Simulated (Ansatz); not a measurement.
TaH$_{3}$SOCl$_{4}$: several calculations on one system

**1. Relaxation**

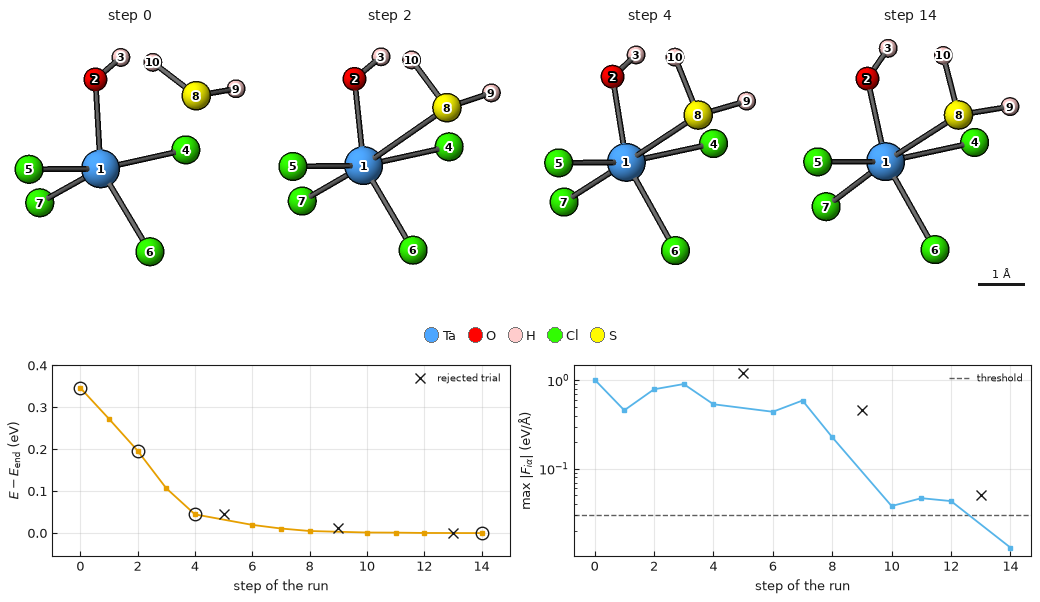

Frames of a relaxation of TaH$_{3}$SOCl$_{4}$, marked on the history of the run. A ball-and-stick model, seen from a free direction.

The run prepares an end point of a later path (reaction) calculation, from a guessed geometry.

Method: Ansatz, RKS PBE/def2-SVP. Settings: no spin polarisation; force threshold 0.03 eV/Å; at most 50 steps.

### What happens along the run?

Over 11 accepted moves (14 points after the start) the energy falls by 0.347 eV. Largest force component: 1 eV/Å at the start, 0.013 eV/Å at the end. The line search rejected the trial steps at points 5, 9, 13 of the run. The largest move after the best rigid fit is that of S8, 0.66 Å. Largest moves by element: S 0.66 Å, H 0.43 Å, O 0.39 Å, Cl 0.32 Å, Ta 0.22 Å. Among the contacts that change: Ta1–S8 3.694 → 2.866 Å, Ta1–O2 1.987 → 1.915 Å, Ta1–Cl6 2.322 → 2.367 Å, Ta1–Cl4 2.370 → 2.395 Å. New bonds form, among them: Ta1–S8 (3.69 → 2.87 Å). Among the angles between lasting bonds that change: O2–Ta1–Cl6 142.5° → 161.5°, Ta1–O2–H3 115.3° → 131.5°, Cl6–Ta1–Cl7 107.7° → 97.8°. From step 0 to 2: S8 moves most (0.39 Å), energy −0.150 eV. From step 2 to 4: S8 moves most (0.28 Å), energy −0.152 eV. From step 4 to 14: H3 moves most (0.22 Å), energy −0.045 eV.

Limits of the set-up: the start holds two separate molecules, 2.2 Å apart at their closest, whose relative position is a soft coordinate and is computed without a dispersion correction.

**2. Relaxation**

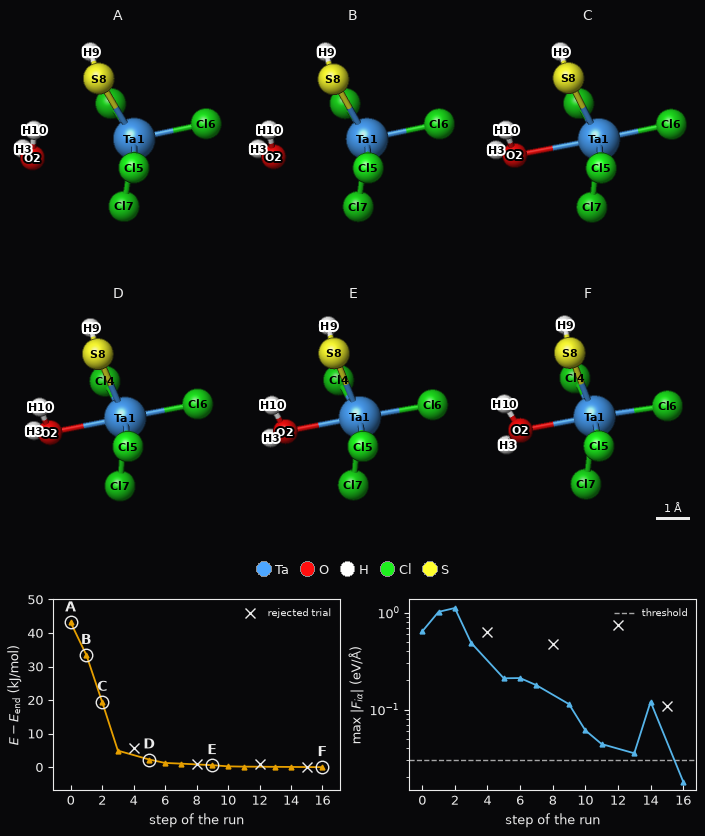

Frames of a relaxation of TaH3SOCl4, marked on the history of the run. The picture is a ball-and-stick view, seen face on.

The run prepares an end point of a later path (reaction) calculation, from a guessed geometry.

Level of theory: Ansatz, RKS PBE/def2-SVP. Settings: no spin polarisation; force threshold 0.03 eV/Å; at most 50 steps.

**What happens along the run?**

After 12 accepted moves (16 points after the start) the energy has fallen by 43.1 kJ/mol. Largest force component: 0.64 eV/Å at the start, 0.018 eV/Å at the end. The line search rejected the trial steps at points 4, 8, 12, 15 of the run. The largest move after the best rigid fit is that of H3, 0.71 Å. By element the largest moves are H 0.71 Å, O 0.58 Å, Ta 0.30 Å, Cl 0.30 Å, S 0.15 Å. Near-neighbour distances that change, for instance: Ta1–O2 3.206 → 2.334 Å, Ta1–H3 3.510 → 2.911 Å, Ta1–H10 3.200 → 2.838 Å, Ta1–Cl7 2.321 → 2.363 Å. New bonds form, among them: Ta1–O2 (3.21 → 2.33 Å). Among the angles between lasting bonds that change: Cl7–Ta1–S8 145.1° → 154.9°, H3–O2–H10 102.7° → 109.2°, Cl6–Ta1–Cl7 106.7° → 100.6°. The run took 57 s on 4 threads of Arm Neoverse V1, on a shared host, peak memory 0.26 GiB. From step 0 to 1: O2 moves most (0.20 Å), energy −9.72 kJ/mol. From step 1 to 2: O2 moves most (0.20 Å), energy −14.0 kJ/mol. From step 2 to 5: H3 moves most (0.26 Å), energy −17.2 kJ/mol. From step 5 to 9: H3 moves most (0.24 Å), energy −1.69 kJ/mol. From step 9 to 16: H3 moves most (0.24 Å), energy −0.59 kJ/mol.

Limits of the set-up: the start holds two separate molecules, 2.6 Å apart at their closest, whose relative position is a soft coordinate and is computed without a dispersion correction.

**3. Path**

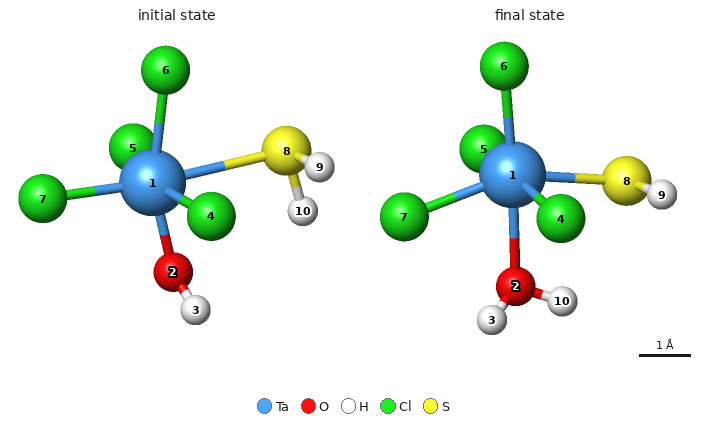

The two relaxed end points of a path for TaH3SOCl4. The picture is a ball-and-stick view, seen at a tilt.

Computed with RKS PBE/def2-SVP in Ansatz.

Run with 7 movable images; climbing image; force threshold 0.03 eV/Å; iteration limit 60.

Start:
```xyz
10

Ta    0.0455   -0.0676    0.1391
O     1.8105   -0.7978    0.2792
H     2.3036   -1.1534    1.0396
Cl   -0.0236   -0.3815    2.5128
Cl    0.5741    0.8505   -1.9539
Cl   -1.8188    1.3644    0.4140
Cl   -1.0992   -1.9394   -0.5466
S     1.2996    2.4034    0.8715
H     1.2059    2.2497    2.2245
H     2.6026    1.9969    0.8611
```

End:
```xyz
10

Ta   -0.0876    0.4560    0.2918
O     2.1070   -0.3365    0.3320
H     2.2440   -1.2462    0.6647
Cl   -0.0796   -0.0179    2.6116
Cl    0.4236    1.1278   -1.8858
Cl   -2.2821    1.1204    0.2427
Cl   -0.3128   -1.8283   -0.2707
S     1.1641    2.5054    0.8391
H     1.0284    2.4671    2.1956
H     2.6951    0.2774    0.8203
```

Predict the minimum-energy path and its barrier.

Forward barrier 13.0 kcal/mol, backward barrier 12.2 kcal/mol, with image 4 at the top; the reaction energy is +0.8 kcal/mol. A hydrogen atom shifts from one atom to another. Breaking: S8–H10 (1.36 → 1.61 at the top → 2.70 Å). Forming: O2–H10 (2.96 → 1.30 at the top → 0.98 Å). The band converged in 18 iterations, with a climbing image at the top. At the top, the vibrational analysis gives one imaginary mode (895i cm⁻¹), as a transition state must have.

Energies of the converged images:

```tsv
image	path (Å)	E (kcal/mol)
0	0.00	0.0
1	0.37	0.6
2	0.75	2.7
3	1.12	7.2
4	1.50	13.0
5	1.89	6.0
6	2.28	1.8
7	2.67	0.9
8	3.06	0.8
```

The geometry at the top of the path:

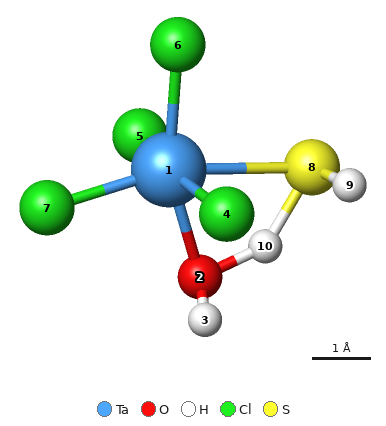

Cost: 7 min on 4 threads of Arm Neoverse V1 (shared host), peak memory 0.28 GiB.
